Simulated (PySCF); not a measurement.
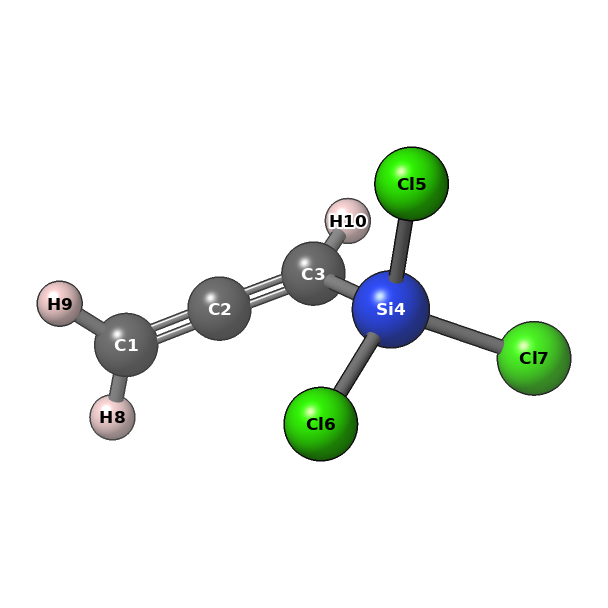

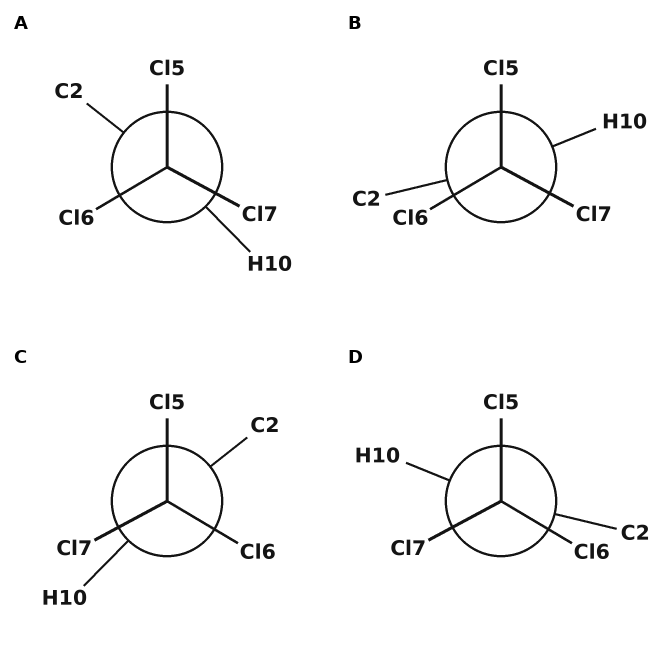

Atoms fade into the background with distance from the viewer. Bonds that would overlap in a projection are set slightly apart. The computed structure is the end point of a PBE0-D3(BJ)/def2-SVP optimisation. No frequency run is at hand to confirm it as a minimum.

Q: Which Newman projection shows the view along Si4–C3, with Si4 in front?

A: B. The torsion angle Cl5–Si4–C3–C2 is −112°, anticlinal.
